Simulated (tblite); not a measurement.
Geometry relaxation of CH7Ge2O (part 2 of 2)

CH7Ge2O, multiplicity 2, SMILES [CH2][GeH2][O][GeH3]; GFN2-xTB geometry optimisation, gas phase (tblite 0.8.0). It belongs to a series of runs on one base structure; here: H removed from sp3 C.

Trajectory as extended XYZ, continued
```
11
Properties=species:S:1:pos:R:3:forces:R:3 step=55 energy=-369.12659
C    -2.0298    0.7012   -0.6791    0.0940   0.0350   0.0830
Ge   -1.0931   -0.5552    0.4098    0.0720  -0.0950  -0.1720
O     0.6073   -0.1516    0.5727   -0.0390   0.0260  -0.0220
Ge    2.1692    0.0409   -0.1472   -0.0750   0.1100   0.0080
H    -3.0196    0.4848   -1.0352   -0.0600  -0.0240  -0.0370
H    -1.6758    1.6988   -0.8815    0.0500  -0.0540   0.0050
H    -1.4961   -0.5632    1.8546   -0.0610  -0.0080   0.1020
H    -1.1681   -1.9624   -0.1539   -0.0170   0.0920   0.0430
H     2.4708   -1.1340   -1.0284    0.0040  -0.0340  -0.0180
H     2.1703    1.3205   -0.9408   -0.0040  -0.0360   0.0050
H     3.0702    0.1230    1.0429    0.0360  -0.0140   0.0020
11
Properties=species:S:1:pos:R:3:forces:R:3 step=60 energy=-369.13013
C    -2.0071    0.7044   -0.6755   -0.0250  -0.0230   0.0170
Ge   -1.0904   -0.5656    0.4079   -0.0070  -0.0040   0.0200
O     0.6126   -0.1972    0.5870   -0.0160   0.0410  -0.0210
Ge    2.1593    0.0512   -0.1458   -0.0020  -0.0030   0.0030
H    -3.0107    0.4985   -1.0084    0.0330   0.0330  -0.0130
H    -1.6291    1.6831   -0.9146    0.0440  -0.0070  -0.0050
H    -1.5138   -0.5619    1.8548   -0.0200  -0.0200   0.0100
H    -1.2016   -1.9609   -0.1532    0.0040  -0.0310   0.0030
H     2.4873   -1.1151   -1.0346   -0.0100   0.0000  -0.0020
H     2.1256    1.3271   -0.9393   -0.0110   0.0060   0.0020
H     3.0734    0.1390    1.0358    0.0100   0.0070  -0.0130
11
Properties=species:S:1:pos:R:3:forces:R:3 step=64 energy=-369.13681
C    -1.9498    0.7075   -0.6700    0.0590  -0.0180   0.0250
Ge   -1.0919   -0.5887    0.4307   -0.0320   0.0880   0.0010
O     0.6086   -0.2169    0.6529   -0.0460  -0.0370   0.0390
Ge    2.1195    0.0608   -0.1393    0.0780   0.0820  -0.0280
H    -2.9734    0.5699   -0.9658   -0.0580   0.0210  -0.0320
H    -1.4879    1.6224   -0.9992    0.0310  -0.0170   0.0140
H    -1.5892   -0.6092    1.8541    0.0410  -0.0010   0.0120
H    -1.1993   -1.9747   -0.1477    0.0270  -0.0800  -0.0200
H     2.4510   -1.0842   -1.0516   -0.0300  -0.0470   0.0010
H     2.0125    1.3317   -0.9344    0.0020   0.0190   0.0030
H     3.1054    0.1839    0.9844   -0.0740  -0.0110  -0.0150
11
Properties=species:S:1:pos:R:3:forces:R:3 step=69 energy=-369.13985
C    -1.9376    0.7080   -0.6702    0.0180   0.0320  -0.0280
Ge   -1.0895   -0.5906    0.4352   -0.0080   0.0090  -0.0010
O     0.6066   -0.2089    0.6824    0.0150  -0.0030  -0.0080
Ge    2.1090    0.0702   -0.1403   -0.0380  -0.0440   0.0030
H    -2.9673    0.5912   -0.9633    0.0350   0.0260   0.0020
H    -1.4513    1.6062   -1.0175   -0.0150  -0.0740   0.0350
H    -1.6006   -0.6245    1.8538    0.0320   0.0000  -0.0040
H    -1.1670   -1.9815   -0.1512    0.0090  -0.0080   0.0050
H     2.4128   -1.0894   -1.0484   -0.0210   0.0090   0.0100
H     1.9821    1.3360   -0.9348    0.0150   0.0440  -0.0200
H     3.1083    0.1859    0.9683   -0.0440   0.0080   0.0060
11
Properties=species:S:1:pos:R:3:forces:R:3 step=73 energy=-369.14233
C    -1.9175    0.7048   -0.6663    0.0030  -0.0150  -0.0140
Ge   -1.0898   -0.6007    0.4455   -0.0140   0.0050  -0.0180
O     0.5997   -0.1941    0.7061   -0.0200  -0.0050  -0.0170
Ge    2.0844    0.0804   -0.1473   -0.0040  -0.0090   0.0070
H    -2.9490    0.6258   -0.9638    0.0240   0.0050   0.0140
H    -1.3911    1.5708   -1.0297    0.0030   0.0040   0.0040
H    -1.6142   -0.6501    1.8570    0.0270   0.0080   0.0100
H    -1.1440   -1.9908   -0.1478    0.0080   0.0000   0.0040
H     2.3675   -1.0904   -1.0466   -0.0130   0.0220  -0.0110
H     1.9681    1.3510   -0.9450   -0.0090  -0.0260   0.0060
H     3.0914    0.1959    0.9519   -0.0050   0.0120   0.0150
11
Properties=species:S:1:pos:R:3:forces:R:3 step=78 energy=-369.14401
C    -1.8881    0.6976   -0.6783   -0.0080   0.0430  -0.0050
Ge   -1.1018   -0.6214    0.4430    0.0090  -0.0050   0.0270
O     0.5982   -0.2634    0.6880    0.0250   0.0010  -0.0160
Ge    2.0748    0.0835   -0.1504   -0.0060   0.0290   0.0200
H    -2.9330    0.6776   -0.9312   -0.0100  -0.0020  -0.0130
H    -1.3335    1.5420   -1.0521    0.0020  -0.0160   0.0000
H    -1.6043   -0.6299    1.8644    0.0020  -0.0060  -0.0130
H    -1.1992   -2.0165   -0.1297    0.0040  -0.0080   0.0060
H     2.4088   -1.0578   -1.0656   -0.0040  -0.0120  -0.0200
H     1.9170    1.3593   -0.9328   -0.0130  -0.0190   0.0030
H     3.0664    0.2315    0.9588   -0.0010  -0.0040   0.0100
11
Properties=species:S:1:pos:R:3:forces:R:3 step=82 energy=-369.14438
C    -1.8801    0.7011   -0.6758   -0.0050  -0.0020   0.0060
Ge   -1.1013   -0.6252    0.4456    0.0030   0.0110  -0.0050
O     0.5990   -0.2690    0.6953    0.0010   0.0010   0.0030
Ge    2.0688    0.0874   -0.1486    0.0050  -0.0060  -0.0110
H    -2.9259    0.6918   -0.9271    0.0040   0.0000  -0.0060
H    -1.3125    1.5298   -1.0644    0.0000  -0.0080   0.0000
H    -1.6110   -0.6358    1.8632    0.0000  -0.0040   0.0010
H    -1.1937   -2.0219   -0.1270   -0.0010   0.0070   0.0040
H     2.3970   -1.0534   -1.0694    0.0040   0.0070  -0.0020
H     1.8983    1.3597   -0.9326   -0.0070  -0.0030   0.0040
H     3.0668    0.2382    0.9546   -0.0050  -0.0040   0.0050
11
Properties=species:S:1:pos:R:3:forces:R:3 step=87 energy=-369.14453
C    -1.8719    0.7028   -0.6742   -0.0010  -0.0030   0.0020
Ge   -1.1035   -0.6285    0.4479   -0.0030   0.0010   0.0050
O     0.6015   -0.2934    0.6920    0.0020   0.0000  -0.0020
Ge    2.0662    0.0888   -0.1499   -0.0020  -0.0020   0.0050
H    -2.9187    0.7079   -0.9209    0.0000  -0.0020  -0.0010
H    -1.2918    1.5148   -1.0784    0.0030   0.0040  -0.0020
H    -1.6073   -0.6341    1.8675   -0.0030   0.0000   0.0000
H    -1.2156   -2.0245   -0.1228    0.0050   0.0030   0.0030
H     2.4114   -1.0411   -1.0763    0.0040  -0.0040  -0.0080
H     1.8747    1.3618   -0.9265   -0.0010   0.0060  -0.0020
H     3.0606    0.2482    0.9554   -0.0040  -0.0030   0.0000
```

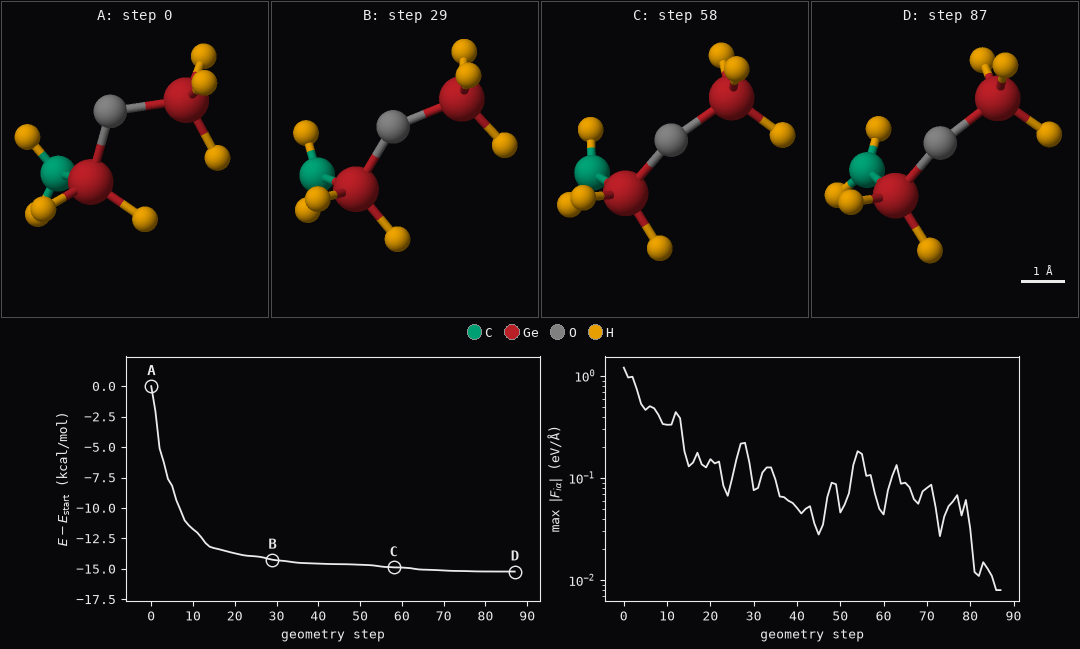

*Frames of the relaxation (ball-and-stick view, seen at a tilt) above the curves, on which the letters mark them (steps are counted from 0).*

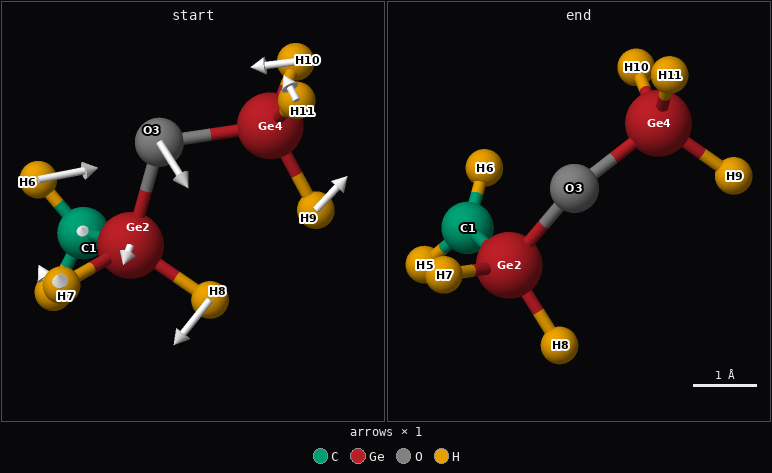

*Before (left) and after (right) the relaxation, at one scale (ball-and-stick view, seen at a tilt). The white arrows give the displacements, at true length.*

The atom that moves furthest after the best rigid fit is H6 (1.02 Å). Largest moves by element: H 1.02 Å, O 0.90 Å, Ge 0.35 Å, C 0.19 Å. Among the contacts that change: Ge4–H11 1.566 → 1.495 Å, Ge4–H9 1.562 → 1.501 Å, O3–Ge4 1.791 → 1.732 Å, Ge2–H7 1.551 → 1.506 Å. Among the angles that change: Ge2–O3–Ge4 111.7° → 142.8°, Ge2–C1–H6 107.4° → 122.1°, Ge2–C1–H5 110.8° → 122.1°. Over 87 geometry steps the energy falls by 15.2 kcal/mol. Largest force component: 1.2 eV/Å at the start, 0.008 eV/Å at the end. (Atoms are counted from 1 in the order of the input.)

The run was set up as follows.

Input
```
{"job": {"kind": "relax", "xc": "GFN2-xTB", "basis": "xTB"}, "charge": 0, "multiplicity": 2}
C     -1.952400     0.652400    -0.858600
Ge    -0.874200    -0.381200     0.340400
O      0.557200     0.622900     0.750800
Ge     2.021800     0.074800    -0.122400
H     -2.942500     0.177500    -1.005900
H     -2.033100     1.680400    -0.434000
H     -1.751800    -0.685200     1.582600
H     -0.347800    -1.702100    -0.245600
H      1.743400    -1.284700    -0.840000
H      2.519500     1.064700    -1.160900
H      3.065300    -0.217000     1.007700
```

The first line tells a small driver script what to run in tblite; the rest is the geometry in Å.

Launch command:
```bash
OMP_NUM_THREADS=1 python <driver script> task.json out
```

Results in brief

- outcome: converged
- total energy: −369.1445 eV
- hardware: 1 CPU thread, shared host
- peak memory: 0.18 GiB
